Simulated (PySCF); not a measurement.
Input file:

```
{"job": {"kind": "nmr", "xc": "PBE0", "basis": "pcSseg-1"}, "charge": 0, "multiplicity": 1}
C      3.243785    -0.245334     0.762446
S      2.206911     1.025230     1.561724
Si     0.405369     0.913890     0.419465
S     -0.109213    -1.163526     0.180607
C     -1.454167    -0.977429    -1.046047
C     -2.568465    -0.262489    -0.378076
N     -2.685420     0.976832    -0.540747
H      3.490311     0.068724    -0.246635
H      4.146408    -0.326018     1.357964
H      2.712079    -1.191222     0.754038
H      0.609361     1.435297    -0.924520
H     -0.571756     1.613863     1.225246
H     -1.072917    -0.411814    -1.893530
H     -1.726694    -1.989195    -1.338850
H     -3.193006    -0.882495     0.277145
H     -3.440184     1.424630    -0.027351
```

Run with:

```sh
OMP_NUM_THREADS=1 python probes_run.py task.json out
```

Geometry: GFN2-xTB.

Theory: PySCF 2.14.0, PBE0/pcSseg-1, SCF density, gas phase, non-relativistic.

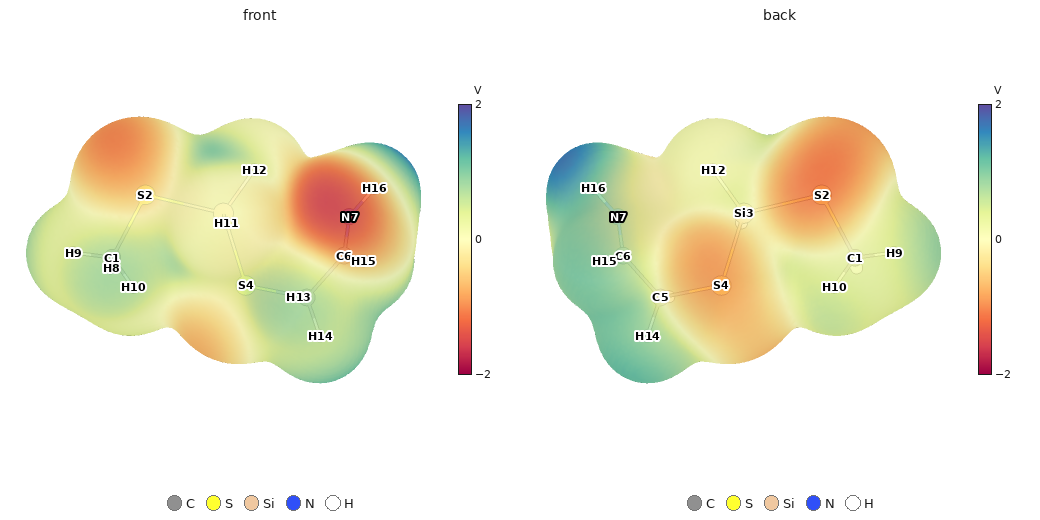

C3H9NS2Si. The molecular electrostatic potential painted on the density surface at 0.002 e/bohr³, seen from the front and from behind; red is negative and blue positive.

**Where is the surface potential most negative and most positive?**

The most negative region (about −1.5 V, or −35 kcal/mol for a unit charge) lies over N7, the most positive (about +1.6 V, or +37 kcal/mol for a unit charge) over H16. N7 is the likeliest acceptor of a hydrogen bond.
